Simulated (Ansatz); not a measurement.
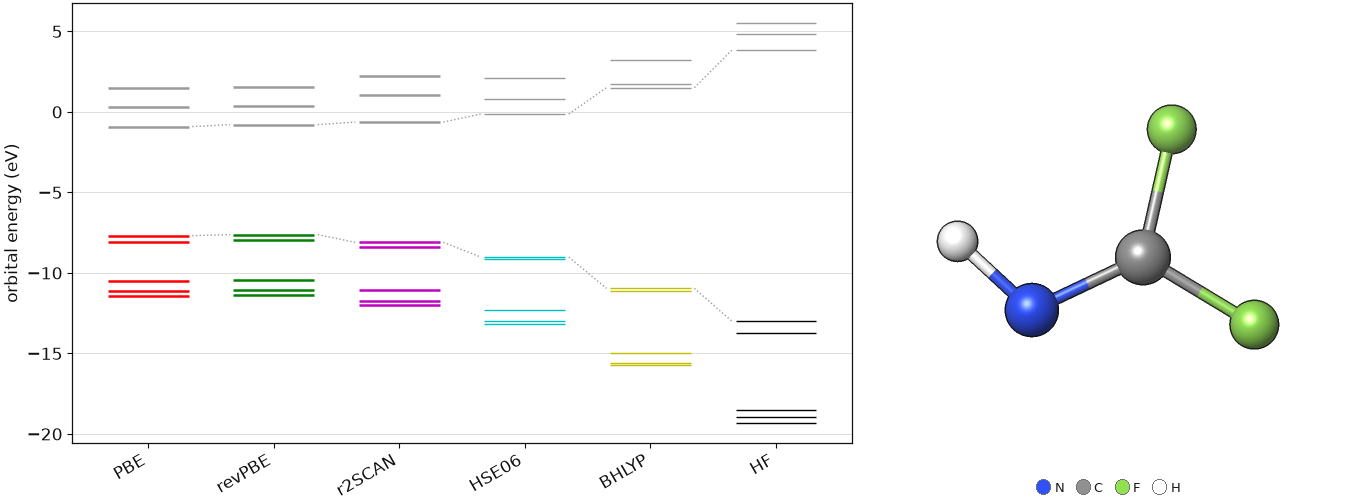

Frontier orbital energies of CHF₂N, SMILES N=C(F)F at one geometry, def2-TZVPP, the Ansatz code, at a PBE0-D4/def2-TZVP geometry (a minimum by its frequencies). Empty levels are grey, levels within 0.1 eV stand side by side; all columns show the same few orbitals around the gap. Dotted lines join the HOMOs and the LUMOs.

> Compare the HOMO-LUMO separations.

The separation grows from 6.77 eV (PBE) to 16.85 eV (HF).

```csv
level,HOMO (eV),LUMO (eV),separation (eV)
PBE,−7.69,−0.91,6.77
revPBE,−7.62,−0.79,6.83
r2SCAN,−8.10,−0.63,7.47
HSE06,−9.02,−0.13,8.89
BHLYP,−10.96,1.51,12.47
HF,−13.01,3.84,16.85
```

Limits of at least one run: empty levels above zero depend strongly on the basis.
